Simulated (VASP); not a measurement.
Band structure of TaN (relaxed from the zinc blende structure, space group F-43m). Computed with PBEsol GGA, VASP's PBE PAW potentials (set 64) (plane waves; VASP 6.6.1).

Unless said otherwise, spin-orbit coupling is left out, though it shifts the bands of the heavy elements here.

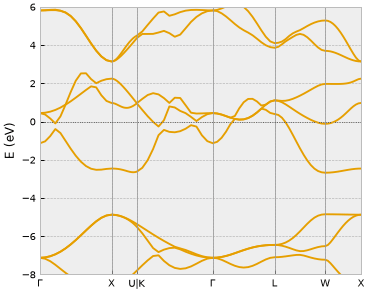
Figure: Bands along high-symmetry lines, zero at the valence-band maximum or, without a gap, the Fermi level

**Question.** Read the plot: is there a gap, and where are the band edges?

**Answer.** It has no gap at this level: it comes out as a metal or semimetal. (Edges off the drawn lines would not show.)

The structure was generated: TaN was put into the zinc blende type (F-43m), which need not be its known phase. It was relaxed first, which changed the volume by -39 %.
